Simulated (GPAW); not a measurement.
**Run report: BSiH$_{3}$Cl$_{2}$, property calculation**

The run: property calculation of BSiH$_{3}$Cl$_{2}$ (BCl2(SiH3)). Method and program: RPBE/real-space grid, scalar-relativistic datasets (GPAW 26.7.0).

The geometry comes from this level: GFN2-xTB.

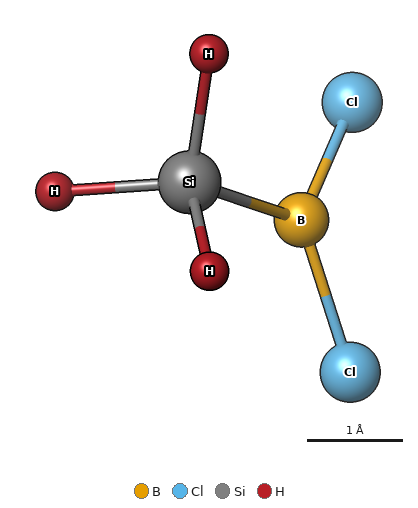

Fig. 1: The input geometry (ball-and-stick view, seen at a tilt). Bond lengths as drawn: B–Cl 1.72 Å, B–Si 1.99 Å and H–Si 1.47 Å.

The input (BCl2H3Si.py):
```python
import numpy as np
from ase.io.zmatrix import parse_zmatrix
from ase.units import Debye
from gpaw import GPAW

mol = parse_zmatrix("""
B
Cl 1 1.723482
Cl 1 1.722197 2 116.35391
Si 1 1.994925 3 121.90346 2 -178.87707
H 4 1.465041 1 112.39077 3 -29.39003
H 4 1.4651 5 107.41059 1 124.01089
H 4 1.466814 5 106.61885 6 113.94764
""")
mol.center(vacuum=4.5)

calculator = GPAW(mode='fd',
                  symmetry='off',
                  h=0.25,
                  xc='RPBE',
                  maxiter=100,
                  txt='BCl2H3Si.txt')
mol.calc = calculator

energy = mol.get_potential_energy()
print(f'Energy = {energy:.5f} eV')
forces = mol.get_forces()
print('Forces (eV/Ang)')
for symbol, f in zip(mol.symbols, forces):
    print(f'{symbol:2} {f[0]:9.4f} {f[1]:9.4f} {f[2]:9.4f}')
dipole = mol.get_dipole_moment() / Debye
print(f'Dipole                  {np.linalg.norm(dipole):.3f} D')
homo, lumo = calculator.get_homo_lumo()
print(f'HOMO                    {homo:.3f} eV')
print(f'LUMO                    {lumo:.3f} eV')
print(f'Gap                     {lumo - homo:.3f} eV')
```

Run on 1 thread of Intel Xeon @ 2.50GHz (Skylake/Cascade Lake), 189 GiB of memory available, shared host.

Launch command:
```bash
python3 BCl2H3Si.py
```

Log:
```
Energy = -26.33078 eV
Forces (eV/Ang)
B    -0.4175   -0.4795    0.0078
Cl    1.1721   -0.1713   -0.0096
Cl   -0.6466    0.9541   -0.0197
Si   -0.1170   -0.1912    0.1265
H    -1.0861   -0.2487    0.1572
H    -0.0822   -0.1344    0.6797
H     0.4273    0.6674   -1.1269
Dipole                  0.121 D
HOMO                    -7.219 eV
LUMO                    -3.091 eV
Gap                     4.128 eV
```

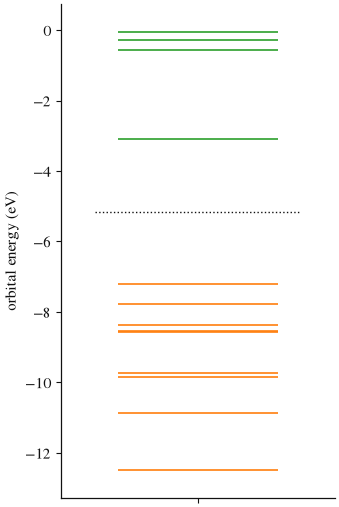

Fig. 2: Orbital energies near the frontier; the dotted line parts filled from empty levels, and levels within 0.02 eV of each other stand side by side. Highest filled −7.22 eV, lowest empty −3.09 eV, 4.13 eV apart.

Key numbers:

| quantity | value |
| --- | --- |
| outcome | converged |
| energy relative to the program's reference atoms | −26.3308 eV |
| largest force | 1.378 eV/Å |
| HOMO | −7.22 eV |
| LUMO | −3.09 eV |
| dipole moment | 0.12 D |
| wall time | 33 s |
| peak memory | 0.4 GiB |

On so coarse a grid the energy depends on the position of the molecule, which gives spurious forces.
